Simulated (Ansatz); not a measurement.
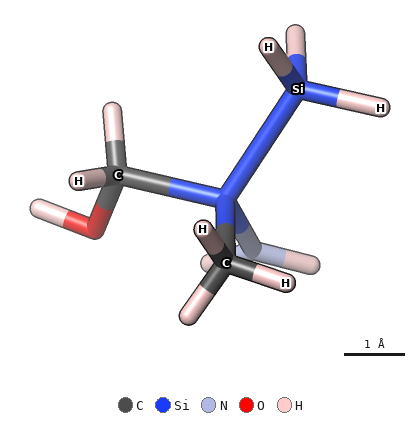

**Figure 1.** The structure (stick view, seen at a tilt).

## Phonon calculation, with input and output: C2H11NOSi2

System: C2H11NOSi2.
Method: RKS PBE-D4/STO-3G (Ansatz 0.2.0).

It belongs to a series of runs on one base structure; here: vibrations at the highest image of the band.

### Input file
```yaml
crystal:
  periodic: [false, false, false]
  atoms:
    - { symbol: C, position_ang: [-1.553715, -1.222844, -0.301807] }
    - { symbol: Si, position_ang: [-0.024765, -0.099861, -0.253533] }
    - { symbol: "N", position_ang: [0.051075, 0.992123, -1.582185] }
    - { symbol: Si, position_ang: [1.81814, -1.418044, -0.034146] }
    - { symbol: C, position_ang: [-0.206665, 1.121939, 1.213389] }
    - { symbol: O, position_ang: [-0.665783, 2.403312, 0.623473] }
    - { symbol: H, position_ang: [-2.481046, -0.628043, -0.350424] }
    - { symbol: H, position_ang: [-1.539038, -1.891574, -1.178909] }
    - { symbol: H, position_ang: [-1.606128, -1.857315, 0.59944] }
    - { symbol: H, position_ang: [-0.121514, 1.995002, -1.377054] }
    - { symbol: H, position_ang: [0.348373, 0.788213, -2.551009] }
    - { symbol: H, position_ang: [1.717347, -2.276114, 1.138313] }
    - { symbol: H, position_ang: [3.032776, -0.629223, 0.11329] }
    - { symbol: H, position_ang: [2.004425, -2.286787, -1.187743] }
    - { symbol: H, position_ang: [0.76776, 1.244674, 1.750582] }
    - { symbol: H, position_ang: [-0.932248, 0.730443, 1.971539] }
    - { symbol: H, position_ang: [-0.628093, 3.033798, 1.446886] }
basis:
  gaussian: { orbitals: STO-3G }
hamiltonian:
  xc: pbe
  dispersion: d4
phonons: {}
```

Command:
```bash
ansatz run input.yaml --threads 1 --pin off --max-ram 2048MiB --backend cpu --events-out ev --progress --plain --runs-dir out
```

### What the program printed
```
Engine: ansatz 0.2.0, aarch64-unknown-linux-gnu
Functional definition: PBE
  parameter kappa = 0.804
  parameter beta = 0.06672455060314922
  exchange = pbe_x(kappa = kappa, mu = beta*pi^2/3)
  correlation = pbe_c(beta = beta)
695 factors; integrals over basis functions are off by at most 1.1e-5 eV
mean field evaluation 1: about -21270.6198 eV, gradient 3.0e1 eV
mean field evaluation 2: about -21266.3487 eV, gradient 5.0e1 eV
mean field evaluation 4: about -21273.5167 eV, gradient 2.5e0 eV
mean field evaluation 8: about -21273.3967 eV, gradient 1.3e-1 eV
mean field evaluation 16: about -21273.3967 eV, gradient 1.9e-5 eV
mean field -21273.39674587 eV, -781.7829107845 hartree, gradient 1.9e-5 eV, S^2 0.000000; 0 other end points of the search recorded, 0 dependent functions left out
the calculation of the forces begins
reference -21273.39677699 eV, -781.7829119282 hartree; 33, 33 occupied and 16, 16 virtual orbitals, 695 factors
these checks for a lower state are left out or cut short: stability, starts, cluster_reference, orbital_swaps, neighbouring_geometries, increment
695 factors; integrals over basis functions are off by at most 1.1e-5 eV
mean field -21273.39653193 eV, -781.7829029225 hartree, gradient 3.0e-6 eV, S^2 0.000000; 0 other end points of the search recorded, 0 dependent functions left out
[... from here on the field's lines of each further geometry are left out, up to the last ...]
the calculation of the forces begins
reference -21273.39669619 eV, -781.7829089590 hartree; 33, 33 occupied and 16, 16 virtual orbitals, 695 factors
these checks for a lower state are left out or cut short: stability, starts, cluster_reference, orbital_swaps, neighbouring_geometries, increment
695 factors; integrals over basis functions are off by at most 1.1e-5 eV
mean field -21273.39664105 eV, -781.7829069323 hartree, gradient 1.5e-6 eV, S^2 0.000000; 0 other end points of the search recorded, 0 dependent functions left out
the calculation of the forces begins
reference -21273.39667217 eV, -781.7829080761 hartree; 33, 33 occupied and 16, 16 virtual orbitals, 695 factors
WARN: phonons: modes at or below zero, which the zero-point energy, F, S and C_V leave out: 1, the lowest at -382.60 cm⁻¹. A minimum has none, and a first-order saddle one
Total energy: -21273.80931703 eV, -781.7980724950 hartree
Atom 0 at    -1.553715    -1.222844    -0.301807 Å, force    -0.000149     0.001626    -0.001911 eV/Å
Atom 1 at    -0.024765    -0.099861    -0.253533 Å, force    -0.000496    -0.002684     0.016277 eV/Å
Atom 2 at     0.051075     0.992123    -1.582185 Å, force     0.001381    -0.008217    -0.009989 eV/Å
Atom 3 at     1.818140    -1.418044    -0.034146 Å, force    -0.000375    -0.000812     0.000420 eV/Å
Atom 4 at    -0.206665     1.121939     1.213389 Å, force     0.000814    -0.005883    -0.000294 eV/Å
Atom 5 at    -0.665783     2.403312     0.623473 Å, force    -0.003706     0.001527    -0.005081 eV/Å
Atom 6 at    -2.481046    -0.628043    -0.350424 Å, force     0.000989     0.000388    -0.000520 eV/Å
Atom 7 at    -1.539038    -1.891574    -1.178909 Å, force     0.001262    -0.000146     0.000579 eV/Å
Atom 8 at    -1.606128    -1.857315     0.599440 Å, force    -0.000428    -0.000241     0.000755 eV/Å
Atom 9 at    -0.121514     1.995002    -1.377054 Å, force    -0.001699     0.005353     0.004034 eV/Å
Atom 10 at     0.348373     0.788213    -2.551009 Å, force    -0.000777     0.007035    -0.005090 eV/Å
Atom 11 at     1.717347    -2.276114     1.138313 Å, force    -0.001178    -0.000819    -0.000657 eV/Å
Atom 12 at     3.032776    -0.629223     0.113290 Å, force     0.001022    -0.000721     0.001585 eV/Å
Atom 13 at     2.004425    -2.286787    -1.187743 Å, force     0.000226     0.000110    -0.000564 eV/Å
Atom 14 at     0.767760     1.244674     1.750582 Å, force     0.000681     0.001337    -0.001728 eV/Å
Atom 15 at    -0.932248     0.730443     1.971539 Å, force     0.001791     0.000175    -0.000086 eV/Å
Atom 16 at    -0.628093     3.033798     1.446886 Å, force     0.000640     0.001972     0.002271 eV/Å
Dipole moment:     0.052796     0.117039     0.156964 e Å
Vibrations: -382.60 41.60 54.39 120.16 129.82 139.17 166.88 216.97 247.96 302.64 357.92 382.92 527.06 571.48 584.03 714.58 778.18 860.63 894.35 937.61 948.09 986.02 1024.93 1088.50 1100.07 1101.54 1242.50 1273.00 1464.19 1530.05 1644.72 1658.45 1660.12 1662.14 2574.76 2629.73 2632.42 3138.60 3231.23 3241.42 3410.40 3415.95 3557.19 3642.80 3848.36 cm⁻¹, zero-point energy 3.827116 eV
```

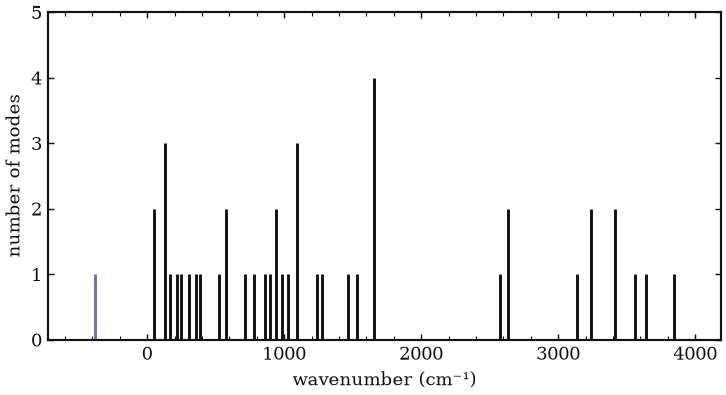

**Figure 2.** Harmonic vibrational wavenumbers from the force constants; neighbouring modes closer than 19 cm⁻¹ are counted in one stick, and imaginary ones are drawn at negative wavenumbers. 45 modes from 383i to 3848 cm⁻¹, 1 imaginary beyond 8i (383i cm⁻¹): a first-order saddle point, if the geometry is stationary.

### Key numbers

```json
{"quantity": "outcome", "value": "converged"}
{"quantity": "total energy", "value": "−21273.8093 eV"}
{"quantity": "mean-field energy", "value": "−21273.3968 eV"}
{"quantity": "largest force (length of the vector)", "value": "0.017 eV/Å"}
{"quantity": "hardware", "value": "1 thread of Arm Neoverse V2, 24 GiB of memory available, shared host"}
{"quantity": "wall time", "value": "4.1 min"}
{"quantity": "peak memory", "value": "0.23 GiB"}
```
